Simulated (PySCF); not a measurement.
C11H10S, SMILES s1ccc(-c2ccccc2C)c1 at its GFN2-xTB optimised geometry (Å):

```
22

C      2.3890     0.5660     1.8670
C      1.9764    -0.4253     0.8202
C      2.6747    -1.6214     0.7085
C      2.3246    -2.5796    -0.2245
C      1.2467    -2.3568    -1.0641
C      0.5392    -1.1752    -0.9651
C      0.8962    -0.1970    -0.0386
C      0.0986     1.0347     0.0000
C     -1.3257     1.0347     0.0000
C     -1.8544     2.2808     0.0087
S     -0.6398     3.4992    -0.0005
C      0.5955     2.3041     0.0000
H      3.1406     1.2483     1.4696
H      1.5414     1.1564     2.2066
H      2.8262     0.0517     2.7203
H      3.5089    -1.8031     1.3717
H      2.8869    -3.4992    -0.2921
H      0.9590    -3.1005    -1.7925
H     -0.2967    -0.9908    -1.6247
H     -1.9142     0.1347     0.0148
H     -2.8869     2.5683     0.0212
H      1.6201     2.6153    -0.0331
```

Calculation: PBE0/def2-SVP (PySCF). Cells within 0.4 Å of a nucleus heavier than hydrogen are left out (blank, or x).

Map of the deformation density (molecule minus spherical neutral atoms) (e/bohr³) on the plane z = 1.5 Å:

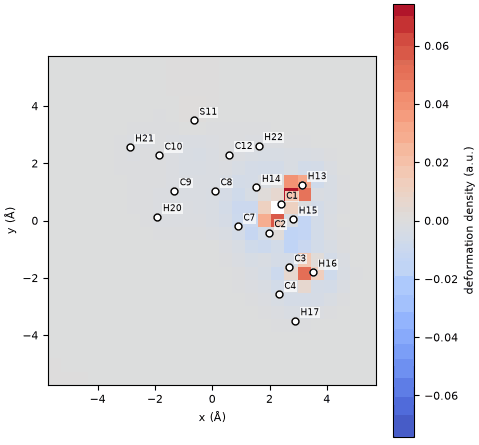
Fig. 1. Deformation density (molecule minus spherical neutral atoms) (e/bohr³) on the plane z = 1.5 Å.
